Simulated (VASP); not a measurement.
Band structure of FePt (L1_0). Calculation: r2SCAN meta-GGA, VASP's PBE PAW potentials (set 64) (plane waves; VASP).

Unless said otherwise, spin-orbit coupling is left out, though it shifts the bands of the heavy elements here.

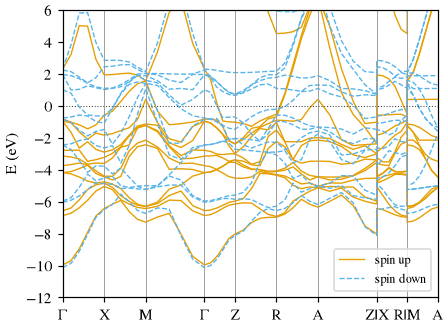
Fig. 1. Bands along high-symmetry lines, zero at the valence-band maximum or, without a gap, the Fermi level

### Question
Read the plot: is there a gap, and where are the band edges?

### Answer
It has no gap at this level: it comes out as a metal or semimetal.

The compound is FePt in the L1_0 structure. It was relaxed first.
